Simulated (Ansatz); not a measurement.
**SiH3OF (SMILES O[SiH2]F): MP2/STO-3G**

What is the electronic atomisation energy of SiH3OF at MP2/STO-3G? 

Program for the calculation: Ansatz 0.2.0.

71 further runs of the same task are left out: 10 that didn't finish, 61 set aside as unsound or not needed.

### 1 The molecule

SiH3OF: 6 atoms, total charge 0, spin state singlet. As SMILES, `O[SiH2]F`. The shape is that of a PBE0-D4/def2-TZVP optimisation. This is one conformer, not always the lowest.

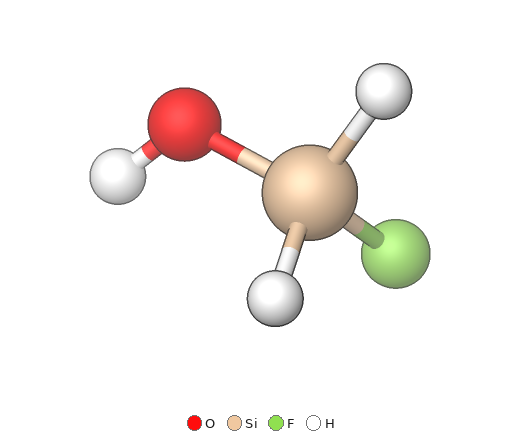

The structure, seen from a chosen angle (oxygen red, silicon light orange, fluorine green, hydrogen white).

### 2 A single-point energy at MP2/STO-3G

input.yaml

```yaml
crystal:
  periodic: [false, false, false]
  atoms:
    - {symbol: O, position_ang: [-0.853500, -0.209200, -0.924100]}
    - {symbol: Si, position_ang: [0.378300, -0.009300, 0.123900]}
    - {symbol: F, position_ang: [0.180800, -0.922800, 1.417800]}
    - {symbol: H, position_ang: [-1.714200, 0.150200, -0.705600]}
    - {symbol: H, position_ang: [1.595600, -0.458500, -0.575800]}
    - {symbol: H, position_ang: [0.455100, 1.385600, 0.617600]}
basis:
  gaussian:
    orbitals: STO-3G
correlation:
  method: mp2
  frozen_orbitals: {F: 1, H: 0, O: 1, Si: 5}
accuracy: high
```

The run is started by

```console
$ ansatz run input.yaml --threads 1 --pin off --max-ram 2610MiB --events-out events.jsonl --progress --plain --runs-dir runs
```

Log:

```text
Warning: RAYON_NUM_THREADS=1 ignored (pool sized by the plan → 1); use --threads N
Functional definition: HF
  name "HF"
  exchange = exact_x
  correlation = 0
413 factors; integrals over basis functions are off by at most 3.1e-8 eV
mean field evaluation 1: about -12494.4646 eV, gradient 2.4e1 eV
mean field evaluation 2: about -12494.5173 eV, gradient 2.4e1 eV
mean field evaluation 4: about -12496.7279 eV, gradient 1.2e0 eV
mean field evaluation 8: about -12496.7358 eV, gradient 2.2e-5 eV
mean field -12496.73578311 eV, -459.2465694377 hartree, gradient 2.3e-8 eV, S^2 0.000000; 0 other end points of the search recorded, 0 dependent functions left out
7 core orbitals not correlated: weight in the atoms' cores, before any rotation towards them, 1.000 or more for the frozen orbitals, at most 0.000 for the correlated occupied ones
reference -12496.73578311 eV, -459.2465694377 hartree; 10, 10 occupied and 5, 5 virtual orbitals, 413 factors
second order -2.30100926 eV of doubles, -0.00000000 eV of singles
Total energy: -12499.03679237 eV, -459.3311299683 hartree
```

It took 0.14 s on 1 thread of Arm Neoverse V1, shared host.

### 3 The F atom

run.yaml

```yaml
crystal:
  periodic: [false, false, false]
  atoms:
    - {symbol: F, position_ang: [0.000000, 0.000000, 0.000000]}
basis:
  gaussian:
    orbitals: STO-3G
total_charge: 0
magnetization:
  spin_polarized: true
  initial_magnetization: 1
correlation:
  method: mp2
  frozen_orbitals: {F: 1}
accuracy: high
```

Run the same way, it converges to -97.98651 Eh (log not shown).

### 4 The H atom: a single-point energy at UHF/STO-3G

molecule.yaml

```yaml
crystal:
  periodic: [false, false, false]
  atoms:
    - symbol: H
      position_ang: [0.000000, 0.000000, 0.000000]
basis:
  gaussian:
    orbitals: STO-3G
magnetization:
  spin_polarized: true
  initial_magnetization: 1
hamiltonian:
  xc: hf
accuracy: high
```

The run is started by

```console
$ ansatz run molecule.yaml --threads 1 --pin off --max-ram 2610MiB --events-out events.jsonl --progress --plain --runs-dir runs
```

Log:

```text
Warning: RAYON_NUM_THREADS=1 ignored (pool sized by the plan → 1); use --threads N
Functional definition: HF
  name "HF"
  exchange = exact_x
  correlation = 0
1 factors; integrals over basis functions are off by at most 4.6e-10 eV
mean field evaluation 1: about -12.6963 eV, gradient 0.0e0 eV
mean field evaluation 2: about -12.6963 eV, gradient 0.0e0 eV
mean field -12.69633895 eV, -0.4665818504 hartree, gradient 0.0e0 eV, S^2 0.750000; 0 other end points of the search recorded, 0 dependent functions left out
reference -12.69633895 eV, -0.4665818504 hartree; 1, 0 occupied and 0, 1 virtual orbitals, 1 factors
Total energy: -12.69633895 eV, -0.4665818504 hartree
```

It took 0.04 s on 1 thread of Arm Neoverse V1, shared host.

### 5 The O atom at the same level

input.yaml

```yaml
basis:
  gaussian: {orbitals: STO-3G}
crystal:
  periodic: [false, false, false]
  atoms:
    - symbol: O
      position_ang: [0.000000, 0.000000, 0.000000]
magnetization: {spin_polarized: true, initial_magnetization: 2}
correlation: {method: mp2, frozen_orbitals: {O: 1}}
accuracy: high
```

Run the same way, it converges to -73.80415 Eh (log not shown).

### 6 The Si atom at the same level

molecule.yaml

```yaml
crystal:
  periodic: [false, false, false]
  atoms:
    - {symbol: Si, position_ang: [0.000000, 0.000000, 0.000000]}
basis:
  gaussian:
    orbitals: STO-3G
correlation:
  method: mp2
  frozen_orbitals: {Si: 5}
magnetization:
  spin_polarized: true
  initial_magnetization: 2
accuracy: high
```

Run the same way, it converges to -285.47352 Eh (log not shown).

### 7 What came out

At MP2/STO-3G, 7 core orbitals frozen:

```
                                             quantity          value
                               molecule: total energy  -459.33113 Eh
molecule: correlation energy (7 core orbitals frozen)      -84.6 mEh
                                 F atom: total energy   -97.98651 Eh
   F atom: correlation energy (1 core orbital frozen)        0.0 mEh
            F atom: ⟨S²⟩ of the reference determinant          0.750
                                 H atom: total energy    -0.46658 Eh
                                         H atom: ⟨S²⟩          0.750
                                 O atom: total energy   -73.80415 Eh
   O atom: correlation energy (1 core orbital frozen)        0.0 mEh
            O atom: ⟨S²⟩ of the reference determinant          2.000
                                Si atom: total energy  -285.47352 Eh
 Si atom: correlation energy (5 core orbitals frozen)       -7.3 mEh
           Si atom: ⟨S²⟩ of the reference determinant          2.000
                        electronic atomisation energy      18.156 eV
```

Taking the molecule apart into free atoms costs 18.16 eV (419 kcal/mol), before zero-point energy and without spin-orbit coupling. In a minimal basis such a difference can be off by several eV, whatever the method.
